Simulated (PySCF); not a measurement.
System: C4H11Al (AlH2(tBu)).

The calculation's input:

```
{"job": {"kind": "nmr", "xc": "PBE0", "basis": {"default": "pcSseg-1", "Al": "pcSseg-2"}}, "charge": 0, "multiplicity": 1}
Al     0.971508     1.716694     0.017966
H      2.553712     1.809527     0.206746
H      0.115498     3.059363    -0.097388
C      0.018223    -0.026002    -0.018582
C     -0.761716    -0.118231     1.300294
C      0.982504    -1.206245    -0.130821
C     -0.971772    -0.042774    -1.187717
H     -1.351780    -1.054855     1.338595
H     -0.099450    -0.128344     2.183846
H     -1.475375     0.714221     1.425054
H      1.705695    -1.233490     0.701007
H      1.565144    -1.181255    -1.066725
H      0.432731    -2.167295    -0.116723
H     -0.466367     0.009081    -2.167185
H     -1.688405     0.794016    -1.138771
H     -1.564499    -0.978331    -1.183165
```

Command:

```sh
OMP_NUM_THREADS=1 python probes_run.py task.json out
```

Geometry: PBE0-D3(BJ)/def2-SVP.

Theory: PBE0/pcSseg-1 Al:pcSseg-2, SCF density, gas phase, non-relativistic in PySCF 2.14.0.

> Predict the electron density and electron localisation function between the atoms.

C–C (1.53 Å): ρ at the midpoint is about 1.6 e/Å³; the ELF peaks at about 0.95 between the atoms (a shared electron pair).
C–Al (1.99 Å): ρ is about 0.74 e/Å³ halfway; the ELF peaks at about 0.95 between the atoms, as expected for a shared but strongly polarised pair.
C–H (1.11 Å): ρ at the midpoint is about 1.9 e/Å³; the ELF climbs to about 1 towards the hydrogen, as it does in any bond to H (a covalent bond by its length).
Al–H (1.60 Å): ρ is about 0.55 e/Å³ halfway; the ELF climbs to about 1 towards the hydrogen.

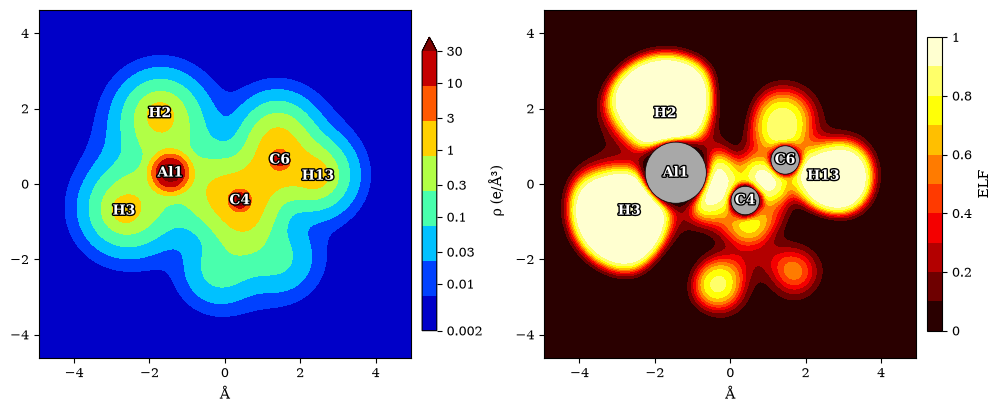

Computed electron density and electron localisation function on the plane of atoms H2, Al1 and H3, in this order. Grey discs cover the atomic cores in the ELF map. 
